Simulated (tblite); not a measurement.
# C4H5Cl3Si: the cost of one run

The runs use tblite 0.8.0 and PySCF 2.14.0, with density-fitted response routines of our own; the level of theory stands in each step. All values are computed, except where a source is named. Atoms count from 0, in the outputs and in this text.

### Step 1. The molecule as given

13 atoms, charge 0, multiplicity 1; geometry from: force field or distance geometry start.

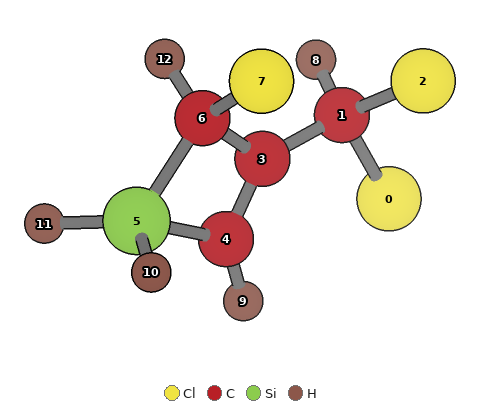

As it starts; chlorine yellow, carbon red, silicon green, hydrogen brown, atoms numbered; sticks join atoms by distance.

### Step 2. Geometry optimisation with GFN2-xTB

What the job is given:

```
{"job": {"kind": "relax", "xc": "GFN2-xTB", "basis": "xTB"}, "charge": 0, "multiplicity": 1}
Cl     2.112000    -2.225200     0.165900
C      1.853000    -0.515300    -0.250500
Cl     2.743300     0.532800     0.880000
C      0.362000    -0.237800    -0.090600
C     -0.666100    -0.952400     0.268300
Si    -1.956500     0.303200     0.128400
C     -0.346600     1.018400    -0.306200
Cl     0.215000     2.351800     0.795600
H      2.121500    -0.372400    -1.302900
H     -0.744800    -2.030000     0.559000
H     -2.508000     0.673400     1.437900
H     -2.945000     0.095400    -0.926000
H     -0.244200     1.358600    -1.376500
```

Run with:

```console
OMP_NUM_THREADS=1 python probes_run.py task.json out
```

The driver reads the jobs from task.json and runs them one after another.

Q: Estimate the wall time of this first job on 1 thread of Intel Xeon Platinum 8259CL at 2.50GHz, shared host.

About 2.3 s.
